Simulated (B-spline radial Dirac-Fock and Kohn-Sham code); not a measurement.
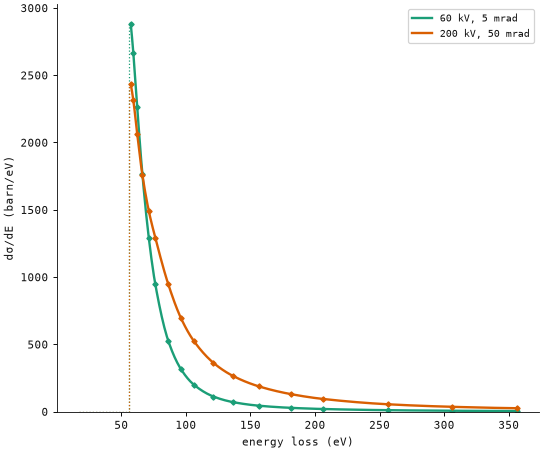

Energy-differential cross section of an inner-shell edge in electron energy loss, for the beam voltage and collection angle in the key. The figure is for the iridium atom, O3 (5p3/2) edge at 56.3 eV (a computed orbital energy). Computed with a radial B-spline solver: the first Born approximation on oscillator strengths in a Dirac–Hartree–Slater potential with a Latter tail, continuum alone (no white lines or fine structure).

**What partial cross section goes with a 100 eV window at 60 kV, 5 mrad?**

55400 barn.
